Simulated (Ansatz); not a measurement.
**TiB (sextet): energies up the ladder**

Wanted for TiB (sextet): energies up the ladder. Spin multiplicity 6.

Computed with Ansatz 0.2.0 (the levels named in each step, unless a step's input says otherwise).

### 1 Starting point

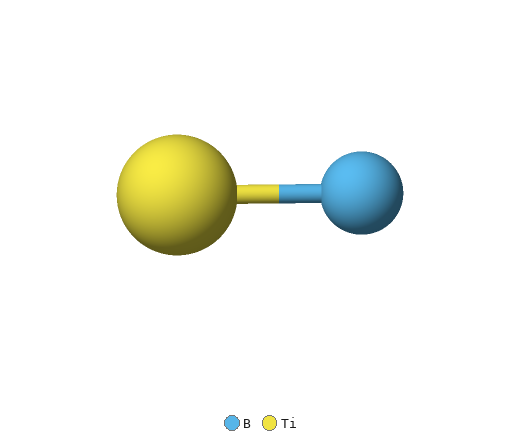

Start, viewed from a chosen angle; boron blue, titanium yellow.

Structure file:

```xyz
2

B     0.0000    0.0000    0.0000
Ti    0.0000    0.0000    1.9446
```

### 2 A rough first relaxation, PBE-D4/def2-SVP

input.yaml reads:

```yaml
crystal:
  periodic: [false, false, false]
  atoms:
    - { symbol: B, position_ang: [0.0, 0.0, 0.0] }
    - { symbol: Ti, position_ang: [0.0, 0.0, 1.9446] }
magnetization:
  spin_polarized: true
  initial_magnetization: 5
basis:
  gaussian: { orbitals: def2-SVP }
hamiltonian:
  xc: pbe
  dispersion: d4
relax:
  f_tol: 0.03
  max_steps: 200
```

Command:

```sh
$ ansatz run input.yaml --threads 2 --pin off --max-ram 5120MiB --backend cpu --events-out ev --progress --plain --runs-dir out
```

Further steps of the session: Relaxation, PBE0-D4/def2-TZVPP; Frequencies, PBE0-D4/def2-TZVPP; Single point, PBE-D4/def2-TZVPP; Single point, r2SCAN-D4/def2-TZVPP; Single point, B3LYP-D4/def2-TZVPP; Single point, wB97M-V/def2-TZVPP; Single point, B2PLYP/def2-TZVPP; Single point, LDA/def2-TZVPP; Single point, PBE0-D4/def2-SVP; Single point, PBE-D4/def2-SVP.

**Question.** What will these runs give? Wanted: B1–Ti2 at PBE0-D4/def2-TZVPP; frequencies at PBE0-D4/def2-TZVPP; energy at PBE-D4/def2-SVP.

As calculated:

```
                         quantity          value
     B1–Ti2 at PBE0-D4/def2-TZVPP        2.027 Å
frequencies at PBE0-D4/def2-TZVPP       647 cm⁻¹
        energy at PBE-D4/def2-SVP  -23774.555 eV
```

No mode is imaginary, so the geometry is a minimum. These totals serve in differences with atoms or fragments at the same level; alone they don't rank the methods.
